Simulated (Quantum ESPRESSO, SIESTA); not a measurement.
# Birch–Murnaghan line for diamond Si, SIESTA DZP, PBEsol

Calculated with SIESTA 5.4.2: PBEsol; DZP orbitals, shift 0.01 Ry, mesh 400 Ry; k-mesh 7×7×7. The volume is changed in steps from typed lattice constants. V0 = 20.149 Å³ an atom is where a Birch–Murnaghan fit to this level's pressures, the withheld one apart, crosses zero; rows within 2.5 % of V0 are left out, since F is ill-conditioned there. The typed cell is scaled evenly, with no relaxation, and each row is a single point.

| volume (Å³/atom) | pressure (GPa) |
| --- | --- |
| 18.822 | 7.452 |
| 19.231 | 4.848 |
| 19.64 | 2.56 |
| 20.868 | -3.046 |
| 21.277 | -4.572 |
| 21.686 | ? |
| 22.095 | -7.092 |

**Question.** Fit the third-order Birch–Murnaghan equation to the rows given and interpolate to the withheld row.

**Working.**

Take the Eulerian strain f = ½[(V0/V)^(2/3) − 1] and the normalised pressure F = P / [3f(1 + 2f)^(5/2)]. The third-order Birch–Murnaghan equation is then the line F = B0 + (3/2)B0(B′ − 4) f, so u = f and v = F.

```
     u = f  v = F (GPa)
 0.0232330      95.4405
 0.0157878      94.7035
0.00860194      95.0610
-0.0115519      93.1827
-0.0178316      93.5885
-0.0298068      92.4839
```

With n = 6: mean u = -0.00192791, mean v = 94.0767, Σ(u − ū)² = 0.0021806, Σ(u − ū)(v − v̄) = 0.11656. Slope b = 0.11656 / 0.0021806 = 53.452; intercept a = v̄ − b ū = 94.180.

So B0 = 94.18 GPa and B′ = 4 + 2b/(3a) = 4.38. At the withheld volume f = -0.02391, F = 92.90 GPa, and P = 3f(1 + 2f)^(5/2) F.

Prediction at 21.686: -5.896 GPa. The run gave -5.875 GPa, so the fit is low by 0.021 GPa (0.36 % of the value).

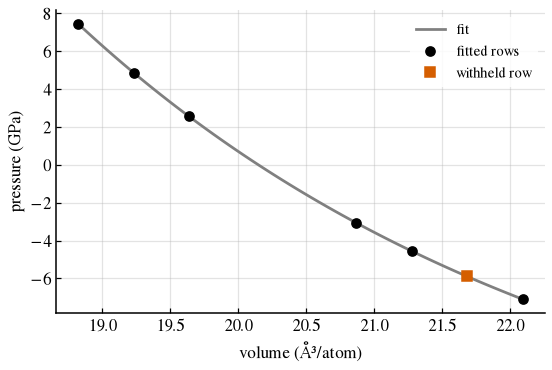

The fit, the rows that it rests on and the withheld row.

A fit to this level's energies over the whole scan gives V0 = 20.148 Å³, B0 = 94.20 GPa and B′ = 4.38. Among the rows given, the largest miss of the fit is at 21.277, by 0.018 GPa (0.12 % of the range of the table).

Limits: The nuclei are static. The DFT runs use Fermi–Dirac occupations of width 0.01 eV, and energies are free energies.

[Logs are printed without paths, hosts, clocks, repeated set-up lines and the standing remarks that a program may print on its own settings, such as how far it seeks lower states.]

[Hosts, paths, dates, database ids (printed as entryN), source tags and the programs' standing remarks are cut or masked in the printed files.]
